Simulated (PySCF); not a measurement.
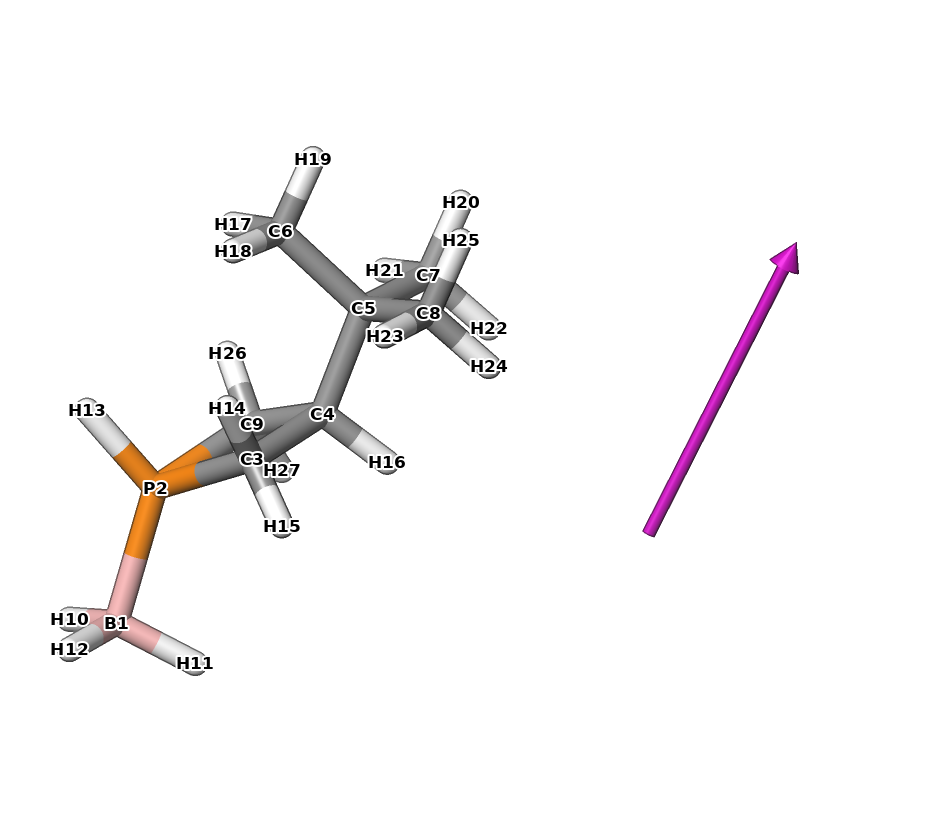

The arrow beside the molecule shows the direction of the dipole moment, from the negative to the positive end (its length means nothing). Computed geometry: GFN2-xTB optimisation. No frequency run is at hand to confirm it as a minimum. Properties computed with PBE0/pcSseg-1, gas phase (PySCF 2.14.0).

Estimate the dipole moment.

5.32 D; it points from the side of H10, H12 to the side of H19, H20, H25 (the outermost atoms at the two ends).

The geometry is semi-empirical. Around B, P such bond lengths and angles can be off by a tenth of an ångström or more and by several degrees, and values that hang on the shape move with them.
